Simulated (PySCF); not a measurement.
# triplet HOF at 6 levels

Aim: a comparison of 6 runs (UHF/3-21G, U-wB97M-V/aug-cc-pVTZ, U-wB97X/aug-cc-pVTZ, UCAM-B3LYP/aug-cc-pVTZ, UM06-2X/aug-cc-pVTZ, USCS-MP2/aug-cc-pVTZ) of triplet HOF. 

The results are computed with PySCF 2.14.0.

1 further run of the same task is left out (set aside as unsound or not needed).

## 1. The system as given

HOF: 3 atoms, total charge 0, spin state triplet. As SMILES of the parent species, `OF`. The shape is that of a PBE0-D4/def2-TZVP optimisation. That shape belongs to the parent species and isn't relaxed for this state.

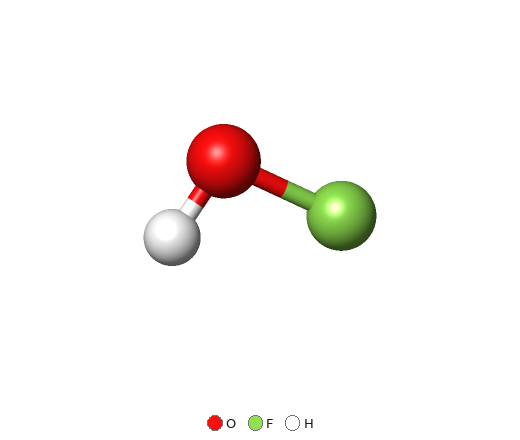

Viewed from a chosen angle; oxygen red, fluorine green, hydrogen white.

## 2. The energy at UHF/3-21G (run 1)

Contents of mol.xyz:

```xyz
3
FHO
O      0.430590    -0.210340     0.216330
F     -0.221910     1.014620    -0.010980
H     -0.208690    -0.804280    -0.205350
```

Contents of job.py:

```python
from pyscf import gto, scf

system = gto.M(
    atom='mol.xyz',
    charge=0,
    max_memory=1860,
    spin=2,
    basis='3-21g',
    verbose=3,
)

mf = scf.UHF(system)
mf.conv_tol = 1e-10
mf.kernel()
if not mf.converged:
    mf = mf.newton().run(mf.mo_coeff, mf.mo_occ)

e_final = mf.e_tot
print('E(%s) = %.9f' % ('HF', e_final))
```

Command:

```
$ OMP_NUM_THREADS=1 python job.py
```

Log:

```text
WARN: HOMO -0.0607328661417115 >= LUMO -0.375247185075961

converged SCF energy = -173.673520063057  <S^2> = 2.014502  2S+1 = 3.0096525
E(HF) = -173.673520063
```

Run time: 0.66 s. Hardware: 1 thread of Arm Neoverse V1, shared host; peak memory 0.099 GiB.

## 3. A single-point energy at U-wB97M-V/aug-cc-pVTZ (run 2)

mol.xyz is that of step 2.

Contents of input.py:

```python
from pyscf import gto, dft

system = gto.M(
    atom='mol.xyz',
    basis='aug-cc-pvtz',
    spin=2,
    max_memory=1860,
    verbose=4,
)

mf = dft.UKS(system)
mf.xc = 'wb97m-v'
mf.nlcgrids.level = 1
mf.conv_tol = 1e-10
mf.grids.level = 5
mf.kernel()
if not mf.converged:
    mf = mf.newton().run(mf.mo_coeff, mf.mo_occ)

e_tot = mf.e_tot
print('Final energy', e_tot)
```

Command:

```
$ OMP_NUM_THREADS=1 python input.py
```

Log:

```text
PySCF version 2.14.0

[... 62 lines left out ...]
WARN: HOMO -0.119531191467622 >= LUMO -0.370391056504561
[... 54 lines left out ...]
converged SCF energy = -175.418517074468  <S^2> = 2.0094239  2S+1 = 3.006276
Final energy -175.41851707446813
```

Wall time 74 s (1 thread of Arm Neoverse V1, shared host); peak memory 0.65 GiB.

Runs 3 to 5 aren't shown in full; the table further down has their settings and results.

## 4. A single-point energy at USCS-MP2/aug-cc-pVTZ (run 6)

Contents of start.xyz:

```xyz
3

O      0.430590    -0.210340     0.216330
F     -0.221910     1.014620    -0.010980
H     -0.208690    -0.804280    -0.205350
```

Contents of calc.py:

```python
from pyscf import gto, mp

mol = gto.Mole()
mol.atom = 'start.xyz'
mol.spin = 2
mol.max_memory = 1860
mol.verbose = 3
mol.basis = 'aug-cc-pvtz'
mol.build()

mf = mol.UHF()
mf.conv_tol = 1e-10
mf.kernel()
if not mf.converged:
    mf = mf.newton().run(mf.mo_coeff, mf.mo_occ)

pt = mp.MP2(mf, frozen=2).run()
energy = mf.e_tot + 1.2 * pt.e_corr_os + pt.e_corr_ss / 3
print(f'total energy: {energy:.8f} hartree')
```

Command:

```
$ OMP_NUM_THREADS=1 python calc.py
```

Log:

```text
WARN: HOMO -0.0940513691358333 >= LUMO -0.388155606609107

converged SCF energy = -174.69317792278  <S^2> = 2.0275685  2S+1 = 3.0183231
E(UMP2) = -175.163153720056  E_corr = -0.469975797276677
E(SCS-UMP2) = -175.147421346919  E_corr = -0.454243424139107
total energy: -175.14742135 hartree
```

It took 6.9 s on 1 thread of Arm Neoverse V1, shared host; peak memory 0.34 GiB.

## 5. All runs side by side

| run | level | integration grid | nlc grid | energy (Eh) | dipole moment (D) of the reference | HOMO energy (eV) | LUMO energy (eV) | wall time |
| --- | --- | --- | --- | --- | --- | --- | --- | --- |
| 1 | UHF/3-21G | – | – | -173.673520 | 2.86 | -10.32 | 3.21 | 0.66 s |
| 2 | U-wB97M-V/aug-cc-pVTZ | 5 | 1 | -175.418517 | 2.09 | -7.85 | -2.41 | 74 s |
| 3 | U-wB97X/aug-cc-pVTZ | 5 | – | -175.425938 | 2.12 | -7.93 | -2.33 | 32 s |
| 4 | UCAM-B3LYP/aug-cc-pVTZ | 5 | – | -175.427385 | 2.12 | -7.06 | -3.60 | 32 s |
| 5 | UM06-2X/aug-cc-pVTZ | 5 | – | -175.395754 | 2.18 | -7.54 | -3.61 | 52 s |
| 6 | USCS-MP2/aug-cc-pVTZ | – | – | -175.147421 | 2.79 | -11.39 | 0.69 | 6.9 s |

## 6. Summary of results

```
                                                         quantity          value
                                              run 6: total energy  -175.14742 Eh
                      run 6: dipole moment (Hartree–Fock density)         2.79 D
run 6: HOMO energy (Hartree–Fock orbitals) (highest over α and β)      -11.39 eV
 run 6: LUMO energy (Hartree–Fock orbitals) (lowest over α and β)        0.69 eV
               run 6: correlation energy (2 core orbitals frozen)     -454.2 mEh
                         run 6: ⟨S²⟩ of the reference determinant          2.028
```

**Reading.** Over runs 1, 2, 3, 4, 5 the dipole moment (its size) runs from 2.09 D (U-wB97M-V/aug-cc-pVTZ) to 2.86 D (UHF/3-21G). The two ends differ in method and basis. Totals of different functionals can't be ranked against each other. All runs together took 3.3 min, the longest 74 s.
